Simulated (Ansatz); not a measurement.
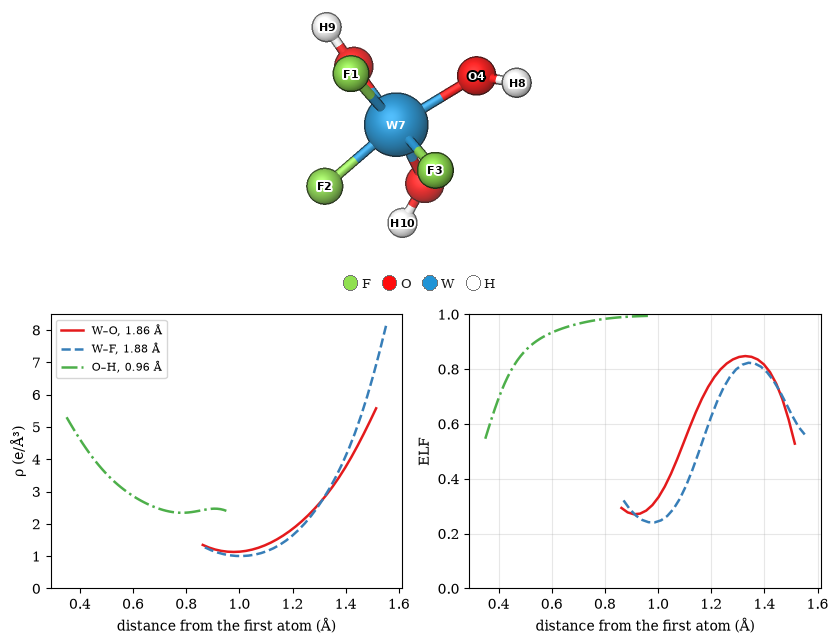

*F3H3O3W. Electron density and electron localisation function along straight lines between neighbouring atoms. The curves leave out the atomic cores. The structure is drawn too.*

Geometry: PBE0-D4/def2-SVP; core potentials replace the inner electrons of W.

Level of theory: isolated molecule in a Gaussian basis; Kohn-Sham density functional theory, functional PBE0 (Ansatz 0.2.0).

| atom | x (Å) | y (Å) | z (Å) |
| --- | --- | --- | --- |
| F | -1.3401 | 0.7389 | 1.4819 |
| F | 0.2792 | 1.9633 | -0.0566 |
| F | -1.7690 | 0.8021 | -1.0280 |
| O | -1.1205 | -1.4864 | -0.2269 |
| O | 0.8711 | -0.4334 | 1.2943 |
| O | 0.8810 | -0.0699 | -1.3995 |
| W | -0.3222 | 0.1823 | 0.0015 |
| H | -1.8851 | -1.7237 | -0.7648 |
| H | 0.7689 | -0.4512 | 2.2532 |
| H | 1.5164 | 0.5530 | -1.7716 |

**Compare the contacts.**

W–O (1.86 Å): the density is about 1.2 e/Å³ at the midpoint; the ELF peaks at about 0.85 in the valence shell of O, 0.5 Å from its nucleus, and drops to about 0.25 between the two atoms.
W–F (1.88 Å): the density is about 1.1 e/Å³ at the midpoint; the ELF peaks at about 0.80 in the valence shell of F, 0.5 Å from its nucleus, and drops to about 0.25 between the two atoms.
O–H (0.96 Å): the density is about 3.7 e/Å³ at the midpoint; the ELF climbs to about 1 towards the hydrogen, as it does in any bond to H; an ordinary covalent bond to hydrogen.
